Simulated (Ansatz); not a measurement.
# The cluster SnF₂−: the relaxed shape and its frontier levels

Aim: characterise the cluster SnF₂− as a doublet: its structure, frontier levels and distribution of charge and spin.

Program: Ansatz 0.2.0, Gaussian basis. Level of theory: UKS PBE0-D4/def2-TZVPD. These are calculated values, not measurements.

Plan: relaxation at B3LYP-D4/def2-TZVPD; a search for the lowest solution at PBE0-D4/def2-SVP; a single point at PBE0-D4/def2-TZVPD; harmonic vibrations at B3LYP-D4/def2-TZVPD.

2 further runs of the same task are left out: 2 set aside as unsound or not needed.

### 1 The system as given

3 atoms, charge -1, spin multiplicity 2.

Atoms are counted from 1 here; the program's logs count them from 0.

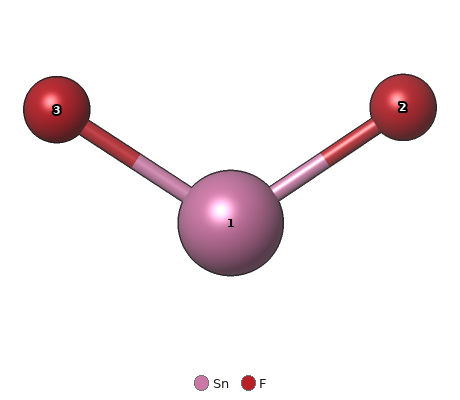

As it starts; tin pink, fluorine red; atoms are numbered from 1 in the order of the file.

Sn takes a core potential in the def2 sets. No spin-orbit coupling is included. The ion is computed in the gas phase, without counter-ions or solvent.

The start is a GFN2-xTB geometry.

### 2 Optimising with B3LYP-D4/def2-TZVPD

Input file in.yaml:

```yaml
crystal:
  periodic: [false, false, false]
  atoms:
    - {symbol: Sn, position_ang: [0.247990, -0.198060, -0.769610]}
    - {symbol: F, position_ang: [-1.262750, -1.407190, 0.403180]}
    - {symbol: F, position_ang: [1.014760, 1.605250, 0.366430]}
basis:
  gaussian: {orbitals: def2-TZVPD}
total_charge: -1
magnetization: {spin_polarized: true, initial_magnetization: 1}
hamiltonian: {xc: {name: B3LYP}, dispersion: d4}
scf: {lower_state_search: "off"}
output: {orbitals: {seedname: orbitals}}
relax: {f_tol: 0.02, max_steps: 100}
```

Run with:

```console
> ansatz run in.yaml --threads 4 --pin off --events-out ev --progress --plain --max-ram 3916MiB
```

After this run come: Searching for the lowest solution, PBE0-D4/def2-SVP; Single point, PBE0-D4/def2-TZVPD; Harmonic vibrations.

Before running them: what should the planned runs give, taken together? Wanted: point group; commonest bond; HOMO, LUMO at PBE0-D4/def2-TZVPD; ⟨S²⟩; lowest, highest wavenumber.

The runs gave:

```
                                          quantity                           value
                                       point group                             C2v
                                    commonest bond  F–Sn, 2 of mean length 2.041 Å
HOMO, LUMO at PBE0-D4/def2-TZVPD (over both spins)                   0.70, 3.33 eV
                                              ⟨S²⟩                           0.755
                        lowest, highest wavenumber                   162, 465 cm⁻¹
```

**Reading.** The molecule keeps its bonding pattern by the stored test; the atoms moved 0.32 Å (rms), and the angle F2–Sn1–F3 went from 113° to 95°. All wavenumbers are real: a minimum at this level. The alpha HOMO lies nearest to Sn1 83 %; F2, F3 about 8 % each and the alpha LUMO to Sn1 60 %; F2, F3 about 20 % each (shares on a coarse grid); over both spins the LUMO of beta spin, not drawn, take the frontier's place. Doubts on the single point: highest occupied level lies above zero. Whether this spin is the lowest isn't tested here.
